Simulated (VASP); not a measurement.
Band structure of AlIn3As4 (ordered alloy cell). Calculation: PBE GGA, VASP's PBE PAW potentials (set 64) (plane waves; VASP 6.6.1).

Unless said otherwise, spin-orbit coupling is left out, though it shifts the bands of the heavy elements here.

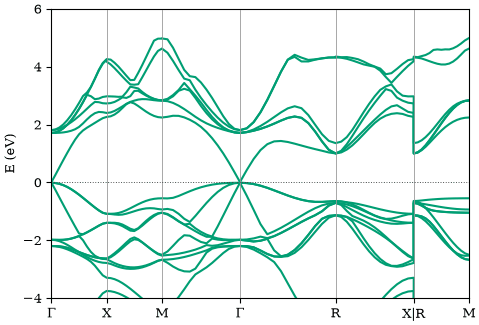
Fig. 1. Bands along high-symmetry lines, zero at the valence-band maximum or, without a gap, the Fermi level

Problem. Read the plot: is there a gap, and where are the band edges?

Solution. It has no gap at this level: it comes out as a metal or semimetal. (Edges off the drawn lines would not show.)

The structure was generated: AlIn3As4 was put into an ordered model structure (P-43m), which need not be its known phase. It was relaxed first, which changed the volume by +5 %.
